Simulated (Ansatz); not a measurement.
**GaH− (quartet): RPA-PBE over a scan of the distance Ga1–H2, aug-cc-pVDZ**

Aim: run GaH− (quartet) with these functionals over a scan of the distance Ga1–H2, and hold them against the top wave-function level at the same points.

The runs use Ansatz 0.2.0, Gaussian basis; aug-cc-pVDZ, all electrons in the functionals, frozen cores in the correlation of double hybrids and RPA.

Plan: RPA-PBE, at 1.305 Å; 1.454 Å; 1.603 Å; 1.731 Å; 1.959 Å; 2.263 Å; 2.568 Å; 2.913 Å; 3.510 Å; 4.250 Å; 5.414 Å.

16 further runs of the same task are left out: 1 for a known fault of the program, 12 that didn't finish, 3 set aside as unsound or not needed. Runs told in other sessions of the task aren't counted.

### 1 What is computed

The geometry derives from a PBE0/def2-TZVPD stationary point (not a proven minimum). One bond is set to the value named and the two fragments are kept rigid. No spin-orbit coupling is included. The filled d shell of Ga may be among the frozen orbitals whatever the setting's name suggests.

2 atoms, charge -1, spin multiplicity 4.

Atoms are counted from 1 here; the program's logs count them from 0.

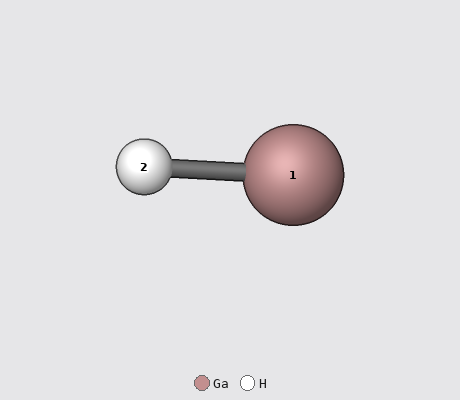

The structure; gallium pink, hydrogen white; atoms are numbered from 1 in the order of the file.

No dispersion term is added.

The geometry shown and the zero of energy belong to the point 1.603 Å. The yardstick, FCI, and other wave-function levels (R restricted, U unrestricted, valence and pair active spaces) come from earlier runs.

### 2 RPA-PBE, 1.305 Å

The input, in.yaml:

```yaml
crystal:
  periodic: [false, false, false]
  atoms:
    - {symbol: Ga, position_ang: [0.000000, 0.000000, 0.000000]}
    - {symbol: H, position_ang: [0.000000, 0.000000, 1.305000]}
basis:
  gaussian: {orbitals: aug-cc-pVDZ}
total_charge: -1
magnetization: {spin_polarized: true, initial_magnetization: 3}
hamiltonian: {xc: {name: PBE}}
correlation: {method: rpa, electrons: outside_noble_gas}
```

On the command line:

```sh
$ ansatz run in.yaml --threads 1 --pin off --events-out ev --progress --plain --max-ram 2393MiB
```

What it wrote:

```text
Functional definition: PBE
  name "PBE"
  cite "Perdew, Burke & Ernzerhof, Phys. Rev. Lett. 77, 3865 (1996) doi:10.1103/PhysRevLett.77.3865"
  parent pbe
  parameter kappa = 0.804
  parameter beta = 0.06672455060314922
  exchange = pbe_x(kappa = kappa, mu = beta*pi^2/3)
  correlation = pbe_c(beta = beta)
493 factors; integrals over basis functions are off by at most 6.5e-4 eV
mean field evaluation 1: about -52380.4446 eV, gradient 1.7e1 eV
mean field evaluation 2: about -52380.4444 eV, gradient 1.7e1 eV
mean field evaluation 4: about -52382.1543 eV, gradient 1.5e0 eV
mean field evaluation 8: about -52382.1784 eV, gradient 5.9e-2 eV
mean field evaluation 16: about -52382.1785 eV, gradient 8.1e-7 eV
mean field evaluation 32: about -52380.9279 eV, gradient 1.1e-5 eV
mean field evaluation 64: about -52379.2041 eV, gradient 1.6e1 eV
mean field -52382.17849202 eV, -1925.0095536659 hartree, gradient 8.1e-7 eV, S^2 3.750883; 5 other end points of the search recorded, 0 dependent functions left out
14 core orbitals not correlated: weight in the atoms' cores, before any rotation towards them, 0.982 or more for the frozen orbitals, at most 0.012 for the correlated occupied ones
reference -52345.83313162 eV, -1923.6738863069 hartree; 4, 1 occupied and 27, 30 virtual orbitals, 493 factors
Total energy: -52349.09472829 eV, -1923.7937477738 hartree
```

Wall time 3.9 s (1 thread of Arm Neoverse V1, shared host).

From the report: ⟨S²⟩ of the determinant 3.751 (pure quartet: 3.75).

### 3 RPA-PBE, 1.454 Å

Edit in.yaml of step 2 so:

```diff
@@ -4,3 +4,3 @@
     - {symbol: Ga, position_ang: [0.000000, 0.000000, 0.000000]}
-    - {symbol: H, position_ang: [0.000000, 0.000000, 1.305000]}
+    - {symbol: H, position_ang: [0.000000, 0.000000, 1.454000]}
 basis:
```

The command is unchanged.

What it wrote, shortened:

```text
Functional definition: PBE
  name "PBE"
  cite "Perdew, Burke & Ernzerhof, Phys. Rev. Lett. 77, 3865 (1996) doi:10.1103/PhysRevLett.77.3865"
  parent pbe
[...]
493 factors; integrals over basis functions are off by at most 7.1e-4 eV
[...]
mean field -52382.82677895 eV, -1925.0333777713 hartree, gradient 1.0e-6 eV, S^2 3.751114; 3 other end points of the search recorded, 0 dependent functions left out
14 core orbitals not correlated: weight in the atoms' cores, before any rotation towards them, 0.990 or more for the frozen orbitals, at most 0.006 for the correlated occupied ones
reference -52346.47822740 eV, -1923.6975931397 hartree; 4, 1 occupied and 27, 30 virtual orbitals, 493 factors
Total energy: -52349.80839774 eV, -1923.8199746422 hartree
```

Wall time 3.3 s (1 thread of Arm Neoverse V1, shared host).

From the report: ⟨S²⟩ of the determinant 3.751 (pure quartet: 3.75).

### 4 RPA-PBE, 1.603 Å

Edit in.yaml of step 3 so:

```diff
@@ -4,3 +4,3 @@
     - {symbol: Ga, position_ang: [0.000000, 0.000000, 0.000000]}
-    - {symbol: H, position_ang: [0.000000, 0.000000, 1.454000]}
+    - {symbol: H, position_ang: [0.000000, 0.000000, 1.602600]}
 basis:
```

The command is unchanged.

What it wrote, shortened:

```text
Functional definition: PBE
  name "PBE"
  cite "Perdew, Burke & Ernzerhof, Phys. Rev. Lett. 77, 3865 (1996) doi:10.1103/PhysRevLett.77.3865"
  parent pbe
[...]
493 factors; integrals over basis functions are off by at most 6.5e-4 eV
[...]
mean field -52383.00374409 eV, -1925.0398811202 hartree, gradient 1.6e-6 eV, S^2 3.751674; 3 other end points of the search recorded, 0 dependent functions left out
14 core orbitals not correlated: weight in the atoms' cores, before any rotation towards them, 0.994 or more for the frozen orbitals, at most 0.003 for the correlated occupied ones
reference -52346.60699024 eV, -1923.7023250867 hartree; 4, 1 occupied and 27, 30 virtual orbitals, 493 factors
Total energy: -52350.01842379 eV, -1923.8276929572 hartree
```

Run time: 3.4 s. Hardware: 1 thread of Arm Neoverse V1, shared host.

From the report: ⟨S²⟩ of the determinant 3.752 (pure quartet: 3.75).

### 5 RPA-PBE, 1.731 Å

Edit in.yaml of step 4 so:

```diff
@@ -4,3 +4,3 @@
     - {symbol: Ga, position_ang: [0.000000, 0.000000, 0.000000]}
-    - {symbol: H, position_ang: [0.000000, 0.000000, 1.602600]}
+    - {symbol: H, position_ang: [0.000000, 0.000000, 1.731000]}
 basis:
```

The command is unchanged.

What it wrote, shortened:

```text
Functional definition: PBE
  name "PBE"
  cite "Perdew, Burke & Ernzerhof, Phys. Rev. Lett. 77, 3865 (1996) doi:10.1103/PhysRevLett.77.3865"
  parent pbe
[...]
493 factors; integrals over basis functions are off by at most 5.5e-4 eV
[...]
mean field -52382.96196945 eV, -1925.0383459305 hartree, gradient 2.5e-6 eV, S^2 3.752588; 3 other end points of the search recorded, 0 dependent functions left out
14 core orbitals not correlated: weight in the atoms' cores, before any rotation towards them, 0.996 or more for the frozen orbitals, at most 0.002 for the correlated occupied ones
reference -52346.50790376 eV, -1923.6986837257 hartree; 4, 1 occupied and 27, 30 virtual orbitals, 493 factors
Total energy: -52349.98818990 eV, -1923.8265818823 hartree
```

Run time: 3.7 s. Hardware: 1 thread of Arm Neoverse V1, shared host.

From the report: ⟨S²⟩ of the determinant 3.753 (pure quartet: 3.75).

From 1.603 Å: +0.030 eV.

### 6 RPA-PBE, 1.959 Å

Edit in.yaml of step 5 so:

```diff
@@ -4,3 +4,3 @@
     - {symbol: Ga, position_ang: [0.000000, 0.000000, 0.000000]}
-    - {symbol: H, position_ang: [0.000000, 0.000000, 1.731000]}
+    - {symbol: H, position_ang: [0.000000, 0.000000, 1.959000]}
 basis:
```

The command is unchanged.

What it wrote, shortened:

```text
Functional definition: PBE
  name "PBE"
  cite "Perdew, Burke & Ernzerhof, Phys. Rev. Lett. 77, 3865 (1996) doi:10.1103/PhysRevLett.77.3865"
  parent pbe
[...]
493 factors; integrals over basis functions are off by at most 4.8e-4 eV
[...]
mean field -52382.71547632 eV, -1925.0292874751 hartree, gradient 2.3e-6 eV, S^2 3.755234; 7 other end points of the search recorded, 0 dependent functions left out
14 core orbitals not correlated: weight in the atoms' cores, before any rotation towards them, 0.998 or more for the frozen orbitals, at most 0.001 for the correlated occupied ones
reference -52346.17781998 eV, -1923.6865533705 hartree; 4, 1 occupied and 27, 30 virtual orbitals, 493 factors
Total energy: -52349.73368777 eV, -1923.8172291016 hartree
```

Run time: 5 s. Hardware: 1 thread of Arm Neoverse V1, shared host.

From the report: ⟨S²⟩ of the determinant 3.755 (pure quartet: 3.75).

From 1.603 Å: +0.285 eV.

### 7 RPA-PBE, 2.263 Å

Edit in.yaml of step 6 so:

```diff
@@ -4,3 +4,3 @@
     - {symbol: Ga, position_ang: [0.000000, 0.000000, 0.000000]}
-    - {symbol: H, position_ang: [0.000000, 0.000000, 1.959000]}
+    - {symbol: H, position_ang: [0.000000, 0.000000, 2.263000]}
 basis:
```

Same command.

What it wrote, shortened:

```text
Functional definition: PBE
  name "PBE"
  cite "Perdew, Burke & Ernzerhof, Phys. Rev. Lett. 77, 3865 (1996) doi:10.1103/PhysRevLett.77.3865"
  parent pbe
[...]
493 factors; integrals over basis functions are off by at most 5.9e-4 eV
[...]
mean field -52382.37977937 eV, -1925.0169508397 hartree, gradient 9.2e-6 eV, S^2 3.757597; 8 other end points of the search recorded, 0 dependent functions left out
14 core orbitals not correlated: weight in the atoms' cores, before any rotation towards them, 0.999 or more for the frozen orbitals, at most 0.000 for the correlated occupied ones
reference -52345.86900534 eV, -1923.6752046420 hartree; 4, 1 occupied and 27, 30 virtual orbitals, 493 factors
Total energy: -52349.36529591 eV, -1923.8036909504 hartree
```

Wall time 6 s (1 thread of Arm Neoverse V1, shared host).

From the report: ⟨S²⟩ of the determinant 3.758 (pure quartet: 3.75).

From 1.603 Å: +0.653 eV.

### 8 RPA-PBE, 2.568 Å

Edit in.yaml of step 7 so:

```diff
@@ -4,3 +4,3 @@
     - {symbol: Ga, position_ang: [0.000000, 0.000000, 0.000000]}
-    - {symbol: H, position_ang: [0.000000, 0.000000, 2.263000]}
+    - {symbol: H, position_ang: [0.000000, 0.000000, 2.568000]}
 basis:
```

Same command.

What it wrote, shortened:

```text
Functional definition: PBE
  name "PBE"
  cite "Perdew, Burke & Ernzerhof, Phys. Rev. Lett. 77, 3865 (1996) doi:10.1103/PhysRevLett.77.3865"
  parent pbe
[...]
493 factors; integrals over basis functions are off by at most 6.3e-4 eV
[...]
mean field -52382.18338863 eV, -1925.0097336129 hartree, gradient 2.1e-6 eV, S^2 3.755452; 8 other end points of the search recorded, 0 dependent functions left out
14 core orbitals not correlated: weight in the atoms' cores, before any rotation towards them, 0.999 or more for the frozen orbitals, at most 0.000 for the correlated occupied ones
reference -52345.81488010 eV, -1923.6732155759 hartree; 4, 1 occupied and 27, 30 virtual orbitals, 493 factors
Total energy: -52349.16559516 eV, -1923.7963520833 hartree
```

Wall time 5.5 s (1 thread of Arm Neoverse V1, shared host).

From the report: ⟨S²⟩ of the determinant 3.755 (pure quartet: 3.75).

From 1.603 Å: +0.853 eV.

### 9 RPA-PBE, 2.913 Å

Edit in.yaml of step 8 so:

```diff
@@ -4,3 +4,3 @@
     - {symbol: Ga, position_ang: [0.000000, 0.000000, 0.000000]}
-    - {symbol: H, position_ang: [0.000000, 0.000000, 2.568000]}
+    - {symbol: H, position_ang: [0.000000, 0.000000, 2.913000]}
 basis:
```

The command is unchanged.

What it wrote, shortened:

```text
Functional definition: PBE
  name "PBE"
  cite "Perdew, Burke & Ernzerhof, Phys. Rev. Lett. 77, 3865 (1996) doi:10.1103/PhysRevLett.77.3865"
  parent pbe
[...]
493 factors; integrals over basis functions are off by at most 6.9e-4 eV
[...]
mean field -52382.08718392 eV, -1925.0061981551 hartree, gradient 8.3e-6 eV, S^2 3.752880; 8 other end points of the search recorded, 0 dependent functions left out
14 core orbitals not correlated: weight in the atoms' cores, before any rotation towards them, 0.999 or more for the frozen orbitals, at most 0.000 for the correlated occupied ones
reference -52345.83437514 eV, -1923.6739320054 hartree; 4, 1 occupied and 27, 30 virtual orbitals, 493 factors
Total energy: -52349.09599438 eV, -1923.7937943019 hartree
```

It took 6 s on 1 thread of Arm Neoverse V1, shared host.

From the report: ⟨S²⟩ of the determinant 3.753 (pure quartet: 3.75).

From 1.603 Å: +0.922 eV.

### 10 RPA-PBE, 3.510 Å

Edit in.yaml of step 9 so:

```diff
@@ -4,3 +4,3 @@
     - {symbol: Ga, position_ang: [0.000000, 0.000000, 0.000000]}
-    - {symbol: H, position_ang: [0.000000, 0.000000, 2.913000]}
+    - {symbol: H, position_ang: [0.000000, 0.000000, 3.510000]}
 basis:
```

The command is unchanged.

What it wrote, shortened:

```text
Functional definition: PBE
  name "PBE"
  cite "Perdew, Burke & Ernzerhof, Phys. Rev. Lett. 77, 3865 (1996) doi:10.1103/PhysRevLett.77.3865"
  parent pbe
[...]
493 factors; integrals over basis functions are off by at most 5.2e-4 eV
[...]
mean field -52382.03099457 eV, -1925.0041332345 hartree, gradient 1.8e-6 eV, S^2 3.751789; 11 other end points of the search recorded, 0 dependent functions left out
14 core orbitals not correlated: weight in the atoms' cores, before any rotation towards them, 0.999 or more for the frozen orbitals, at most 0.000 for the correlated occupied ones
reference -52345.84582035 eV, -1923.6743526093 hartree; 4, 1 occupied and 27, 30 virtual orbitals, 493 factors
Total energy: -52349.07480028 eV, -1923.7930154328 hartree
```

Wall time 4.6 s (1 thread of Arm Neoverse V1, shared host).

From the report: ⟨S²⟩ of the determinant 3.752 (pure quartet: 3.75).

From 1.603 Å: +0.944 eV.

### 11 RPA-PBE, 4.250 Å

Edit in.yaml of step 10 so:

```diff
@@ -4,3 +4,3 @@
     - {symbol: Ga, position_ang: [0.000000, 0.000000, 0.000000]}
-    - {symbol: H, position_ang: [0.000000, 0.000000, 3.510000]}
+    - {symbol: H, position_ang: [0.000000, 0.000000, 4.250000]}
 basis:
```

Same command.

What it wrote, shortened:

```text
Functional definition: PBE
  name "PBE"
  cite "Perdew, Burke & Ernzerhof, Phys. Rev. Lett. 77, 3865 (1996) doi:10.1103/PhysRevLett.77.3865"
  parent pbe
[...]
493 factors; integrals over basis functions are off by at most 6.1e-4 eV
[...]
mean field -52382.00843181 eV, -1925.0033040683 hartree, gradient 1.5e-6 eV, S^2 3.751642; 12 other end points of the search recorded, 0 dependent functions left out
14 core orbitals not correlated: weight in the atoms' cores, before any rotation towards them, 0.999 or more for the frozen orbitals, at most 0.000 for the correlated occupied ones
reference -52345.84410236 eV, -1923.6742894742 hartree; 4, 1 occupied and 27, 30 virtual orbitals, 493 factors
Total energy: -52349.06812602 eV, -1923.7927701584 hartree
```

It took 7 s on 1 thread of Arm Neoverse V1, shared host.

From the report: ⟨S²⟩ of the determinant 3.752 (pure quartet: 3.75).

From 1.603 Å: +0.950 eV.

### 12 RPA-PBE, 5.414 Å

Edit in.yaml of step 11 so:

```diff
@@ -4,3 +4,3 @@
     - {symbol: Ga, position_ang: [0.000000, 0.000000, 0.000000]}
-    - {symbol: H, position_ang: [0.000000, 0.000000, 4.250000]}
+    - {symbol: H, position_ang: [0.000000, 0.000000, 5.414000]}
 basis:
```

The command is unchanged.

What it wrote, shortened:

```text
Functional definition: PBE
  name "PBE"
  cite "Perdew, Burke & Ernzerhof, Phys. Rev. Lett. 77, 3865 (1996) doi:10.1103/PhysRevLett.77.3865"
  parent pbe
[...]
493 factors; integrals over basis functions are off by at most 4.6e-4 eV
[...]
mean field -52381.99541895 eV, -1925.0028258547 hartree, gradient 4.2e-7 eV, S^2 3.751612; 11 other end points of the search recorded, 0 dependent functions left out
14 core orbitals not correlated: weight in the atoms' cores, before any rotation towards them, 0.999 or more for the frozen orbitals, at most 0.000 for the correlated occupied ones
reference -52345.84121181 eV, -1923.6741832483 hartree; 4, 1 occupied and 27, 30 virtual orbitals, 493 factors
Total energy: -52349.06411357 eV, -1923.7926227034 hartree
```

It took 8 s on 1 thread of Arm Neoverse V1, shared host.

From the report: ⟨S²⟩ of the determinant 3.752 (pure quartet: 3.75).

From 1.603 Å: +0.954 eV.

### 13 The comparison

The yardstick is full CI for this spin, exact in this basis with these frozen cores. It comes from earlier runs at the same points. Energies in eV, counted from 1.603 Å; blanks weren't run or aren't comparable.

```
  level  1.305 Å  1.454 Å  1.603 Å  1.731 Å  1.959 Å  2.263 Å  2.568 Å  2.913 Å  3.510 Å  4.250 Å  5.414 Å
    FCI    0.906    0.199    0.000    0.042    0.316    0.704    0.934    1.046    1.112    1.140    1.154
RPA-PBE    0.924    0.210    0.000    0.030    0.285    0.653    0.853    0.922    0.944    0.950    0.954
```

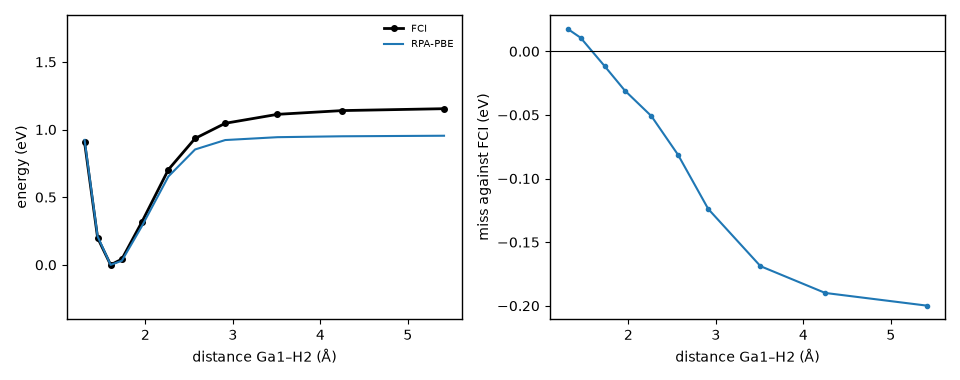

Left: the curves (the axis may cut off levels that run far away). Right: misses against FCI, in the same colours.

Largest miss and mean time a point (FCI took 25 s a point; shared hosts):

```
  level  largest miss (eV)    where  time a point
RPA-PBE             -0.200  5.414 Å         5.1 s
```

### 14 What came out

| quantity | value |
| --- | --- |
| span of the FCI curve | 1.154 eV |
| largest miss, RPA-PBE | -0.200 eV (5.414 Å) |

What this shows: RPA-PBE strays by up to 0.200 eV, at 5.414 Å. Functionals and the yardstick converge differently with the basis, so part of each miss in aug-cc-pVDZ is the basis.
